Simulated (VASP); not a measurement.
Band structure of NaCl (rock salt). These are r2SCAN meta-GGA, VASP's PBE PAW potentials (set 64) (plane waves; VASP) values and carry that method's errors.

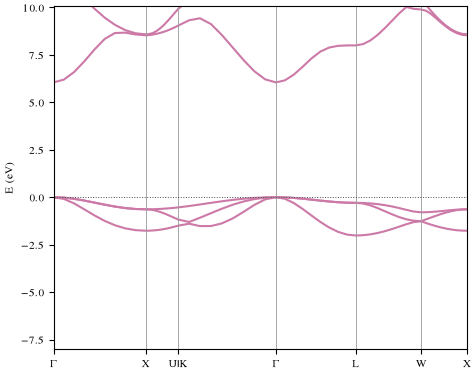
*Bands along high-symmetry lines, zero at the valence-band maximum or, without a gap, the Fermi level*

Problem. Read the plot: is there a gap, and where are the band edges?

Solution. The gap is direct, 6.05 eV, from the valence maximum at Γ to the conduction minimum at Γ.

Measured: gap 8.97 eV (computed value off by -2.92 eV), as given by Wei Chen et al., Physical Review Materials (2018), doi:10.1103/physrevmaterials.2.073803.

The compound is NaCl in the rock salt structure. It was relaxed first.
